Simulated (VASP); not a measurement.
Band structure of BaTiO₃ (space group R3m). Level of theory: PBEsol GGA with spin-orbit coupling, VASP's PBE PAW potentials (set 64) (plane waves; VASP).

The path is coarsely sampled, so an indirect gap can come out somewhat too large.

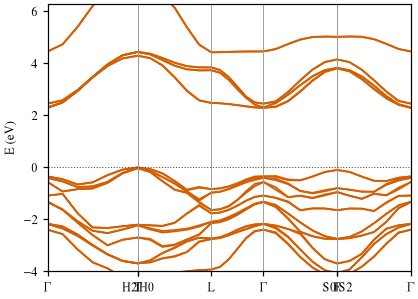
Fig. 1. Bands along high-symmetry lines, zero at the valence-band maximum or, without a gap, the Fermi level

Read the plot: is there a gap, and where are the band edges?

The gap is indirect, 2.29 eV, from the valence maximum at T-H2 at 0.83 to the conduction minimum at Γ.

The structure comes from a computed database's BaTiO3 entry (R3m); how it stands against other phases isn't given here. It was relaxed first.
